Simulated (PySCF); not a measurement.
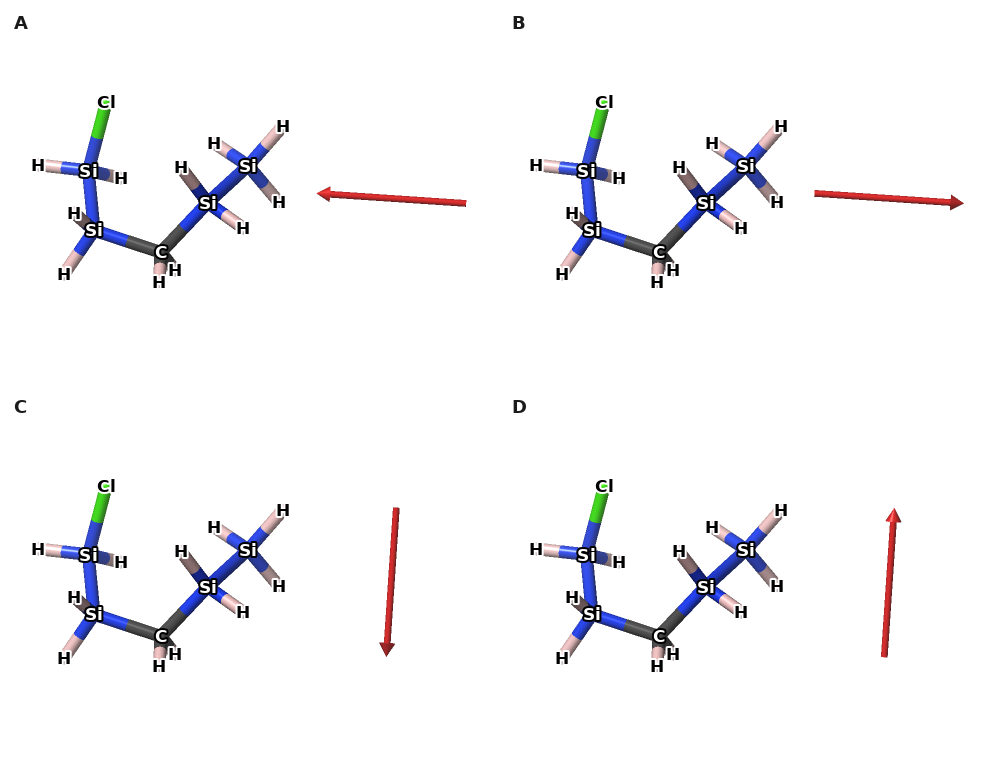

The same molecule four times, each with an arrow. Computed geometry: GFN2-xTB optimisation. No frequency run is at hand to confirm it as a minimum. Method: PBE0/pcSseg-1, gas phase (PySCF 2.14.0).

### Which arrow points along the dipole moment, from the negative to the positive end?

C. The dipole moment is 2.08 D.

The geometry is semi-empirical. Around Si such bond lengths and angles can be off by a tenth of an ångström or more and by several degrees, and values that hang on the shape move with them.
